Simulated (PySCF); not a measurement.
## A study: CH₄Si, SMILES `C=[SiH2]`

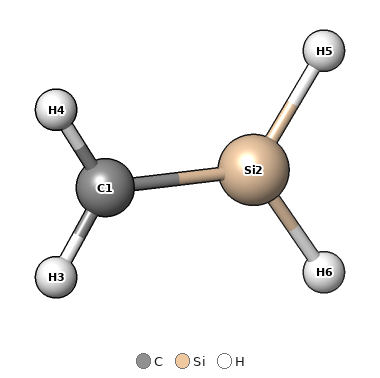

The molecule, with its atoms numbered as below. No frequency check shows the geometry to be a minimum.

Coordinates in Å:

```
C1       1.1858   -0.0000    0.0000
Si2     -0.5618    0.0000    0.0000
H3       1.7652    0.9077    0.0000
H4       1.7652   -0.9077    0.0000
H5      -1.3902   -1.2002    0.0000
H6      -1.3903    1.2002    0.0000
```

Part 1: Excited states

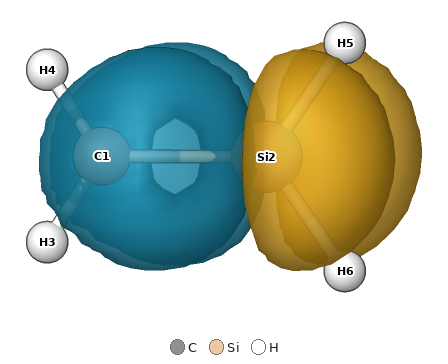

Unrelaxed difference density of S₁ less the ground state (full linear response singlet states), ±0.01 e/Å³; yellow: gain, teal: loss.

Level of theory: PBE0/6-31+G* (PySCF), at a geometry from GFN2-xTB.

Question: How does the charge move on excitation?

Answer: 0.45 e is displaced in all, of which about 0.2 e passes between atoms: C1 (0.19 e) loses electrons and Si2 (0.15 e) gains them. The state: 5.00 eV (248 nm), f = 0.261 (bright), π → π*; the leading pair carries 96 %; hole on C1 (47 %) and Si2 (41 %), electron on Si2 (56 %) and C1 (27 %); their centroids lie 0.7 Å apart.

Part 2: In an electric field

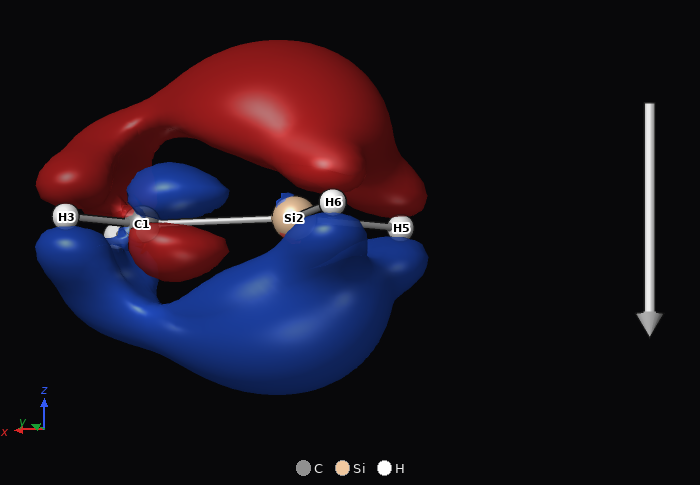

Change of the electron density in a uniform field of 0.26 V/Å along −z (arrow), surfaces at ±0.0015 e/Å³ (red: gain, blue: loss).

Level of theory: TPSS/def2-SVP (PySCF), at a geometry from GFN2-xTB. A basis without diffuse functions makes polarisabilities too small.

Question: What dipole is induced, and what polarisability does it imply?

Answer: The induced dipole is 0.35 D (along the field); α along this axis, from the fields in both directions, is 27 bohr³ (4.1 Å³).

Question: Which atoms gain and lose the most charge?

Answer: Hardly any: no atom's Hirshfeld charge changes by as much as 0.002 e. The density shifts from one side of each atom to the other; 0.035 electrons are displaced in all.

Part 3: Localised orbitals

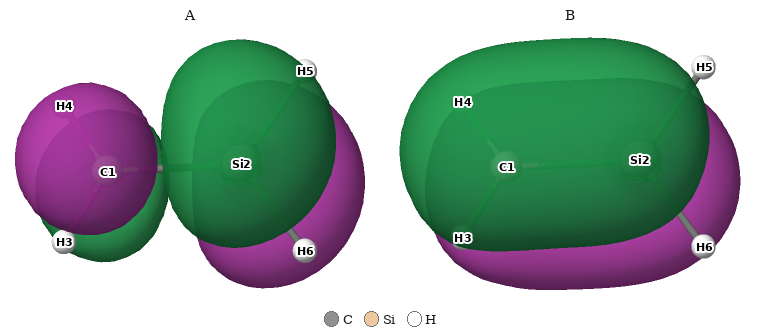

Intrinsic bond orbitals (IBO), occupied and valence-virtual; each surface holds about 85 % of the orbital's density. Energies are diagonal elements of the Fock matrix.

Computed with PySCF, HF/6-311G**, geometry: GFN2-xTB.

Question: Identify each orbital.

Answer: By panel:
- A: π* orbital Si2–C1 (Si2 58 %, C1 42 %; 3.5 eV)
- B: π bond C1–Si2 (C1 58 %, Si2 42 %; −8.4 eV)

Question: How do all the valence pairs divide up?

Answer: 6 pairs: 5 σ bonds and 1 two-centre π bond.

The PySCF runs shown took 28 s, 13 s and 1.1 s on 1 thread of Intel(R) Xeon(R) Platinum 8259CL CPU @ 2.50GHz (Skylake/Cascade Lake), on a shared host.
